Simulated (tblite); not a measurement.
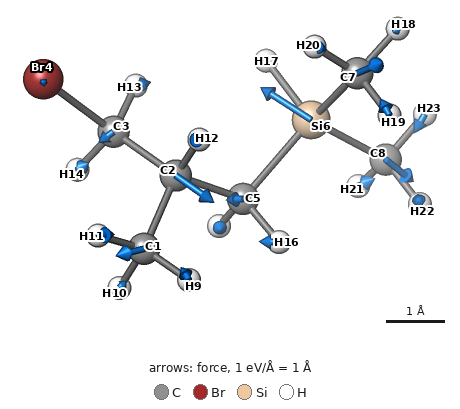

Starting geometry of C6H15BrSi with the computed forces as blue arrows. A ball-and-stick model, seen at a tilt.

Method: GFN2-xTB geometry optimisation, gas phase (tblite 0.8.0). 

Is this structure relaxed? If not, where do the atoms go?

Answer. It isn't relaxed: the largest force vector, on the Si atom, is 1.11 eV/Å. The final displacements have little in common with the starting forces (cosine between the two patterns 0.30). The energy falls by 2.71 kcal/mol in 57 geometry steps. The atom that moves furthest after the best rigid fit is an H atom (0.14 Å). Largest moves by element: H 0.14 Å, Br 0.10 Å, C 0.07 Å, Si 0.06 Å. Among the contacts that change: C–Si 1.860 → 1.902 Å, C–Si 1.895 → 1.914 Å, C–C 1.548 → 1.532 Å, C–H 1.100 → 1.090 Å. Bond angles that change, for instance: C–C–C 108.1° → 110.9°, C–C–C 111.8° → 109.1°, Si–C–H 107.8° → 110.3°.
